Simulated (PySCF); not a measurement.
# GeP (doublet): what the fields show

```yaml
atoms:
  - { symbol: Ge, position_ang: [0.0000, 0.0000, -0.6334] }
  - { symbol: P, position_ang: [0.0000, 0.0000, 1.5116] }
```

Computed with PBE0/x2c-TZVPPall, spin-free X2C-1e, Gaussian nucleus, at a bond length of 2.145 Å in PySCF.

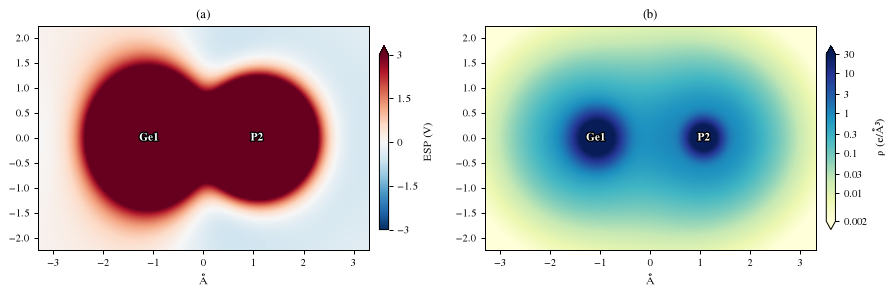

Figure 1. (a) electrostatic potential; (b) electron density on a plane that holds the molecular axis.

**Describe what can be read from this map.**

The plane passes through Ge and P nuclei. Ge–P (2.14 Å): ρ at the midpoint is about 0.82 e/Å³. Outside the dense part of the molecule the potential is most negative (−0.6 V) near P2.

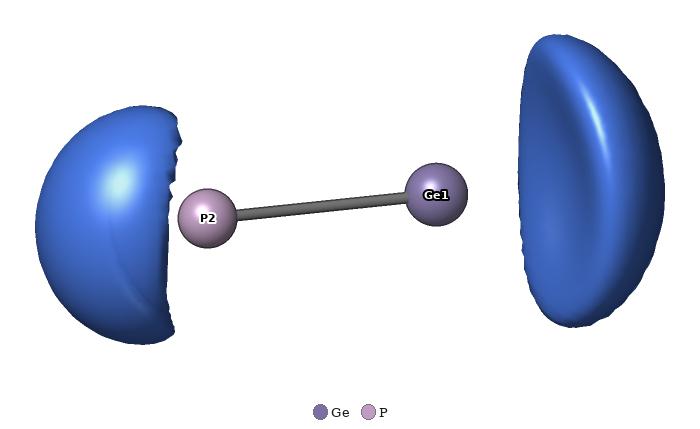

Figure 2. Isosurface of the ELF at 0.9 (blue), seen from one side. Core shells and regions of very low density are left out.

**What do the ELF domains correspond to?**

The surface consists of one lobe on Ge, pointing away from the bonds (non-bonding electrons) and one lobe on P, pointing away from the bonds (non-bonding electrons).


Ge–P (2.14 Å): the ELF peaks at about 0.85 in the valence shell of P, 0.9 Å from its nucleus, and is about 0.75 at the midpoint.
